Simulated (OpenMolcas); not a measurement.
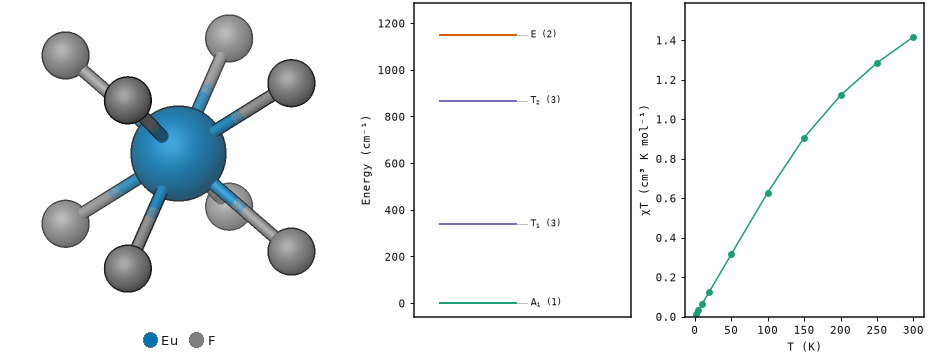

Eu³⁺ (4f⁶) as a dopant in SrF₂, a cluster with its 8 nearest F⁻ at 2.316 Å (cube) embedded in model potentials and point charges; the geometry was set, not optimised, and its levels and susceptibility. Labels give the representation in O, Td, D4 or D3 as the site allows (double group for half-integer spin) where it could be assigned and, in brackets, the degeneracy; spin-free states, where drawn, share the zero of the spin-orbit levels. Computed with OpenMolcas: state-averaged CASSCF, active space 6 electrons in the shell 4f, basis ANO-RCC-VDZP on all atoms, DKH2 scalar Hamiltonian, spin-orbit coupling by RASSI with atomic mean-field integrals. Powder susceptibility by Van Vleck's formula.

**Give the ground level and the first gap.**

The ground level is A₁, non-degenerate, 96 % from states of spin multiplicity 7. The next level lies at 338 cm⁻¹ (T₁). χT is 0.0126 cm³ K mol⁻¹ at 2 K and 1.42 at 300 K, an effective moment of 3.37 μB. The active orbitals hold 99 to 100 % metal character (Löwdin), and the Mulliken charge of the metal is +2.54.

Known limits: high states of lower spin left out of the spin-orbit mixing; the geometry is set by hand, with no relaxation and no charge compensation; spin-free states above about 45,000 cm⁻¹ are left out of the spin-orbit step.
